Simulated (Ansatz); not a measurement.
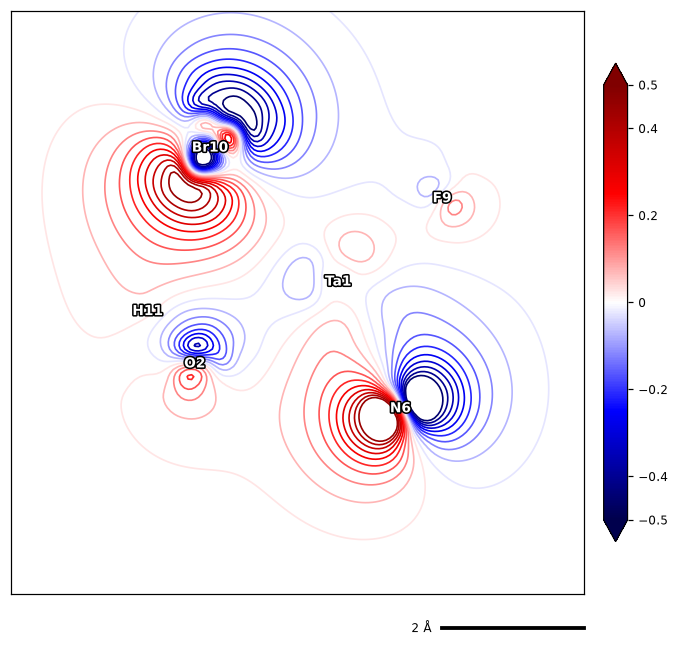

Figure 1: BrF$_{3}$H$_{4}$NOTa. The HOMO−1 on the plane of atoms Ta1, O2 and H11 (values in Å⁻³ᐟ²; the overall sign is arbitrary).

Core potentials replace the inner electrons of Ta.

The calculation used RKS PBE/def2-SVP in Ansatz.

The calculation's input:

```
crystal:
  periodic: [false, false, false]
  atoms:
    - { symbol: Ta, position_ang: [-0.571266, -0.502284, 0.244551] }
    - { symbol: O, position_ang: [2.511449, 0.37351, 0.303606] }
    - { symbol: H, position_ang: [2.614101, 0.415504, 1.27444] }
    - { symbol: F, position_ang: [-0.287621, -0.056725, 2.067989] }
    - { symbol: F, position_ang: [-0.2248, -0.562122, -1.614454] }
    - { symbol: "N", position_ang: [-0.71445, 1.445798, -0.031637] }
    - { symbol: H, position_ang: [-0.664749, 2.13507, 0.72676] }
    - { symbol: H, position_ang: [-0.5963, 1.890811, -0.94889] }
    - { symbol: F, position_ang: [-2.329107, -1.134295, 0.30516] }
    - { symbol: Br, position_ang: [0.966284, -2.61158, 0.552473] }
    - { symbol: H, position_ang: [2.754357, -0.569586, 0.114701] }
basis:
  gaussian: { orbitals: def2-SVP }
hamiltonian:
  xc: pbe
relax:
  f_tol: 0.03
  max_steps: 50
output:
  orbitals: {}
```

Run with:

```sh
ansatz run input.yaml --threads 4 --pin off --max-ram 5120MiB --backend cpu --events-out ev --progress --plain --runs-dir out
```

The fields are those of the run's last geometry, not of the input's.

What is the character of this orbital?

Its weight (Hirshfeld) is mainly on Br10 (about 55 %) and N6 (about 30 %); largely a combination of lone pairs on Br10 and N6. Its energy is −6.90 eV.
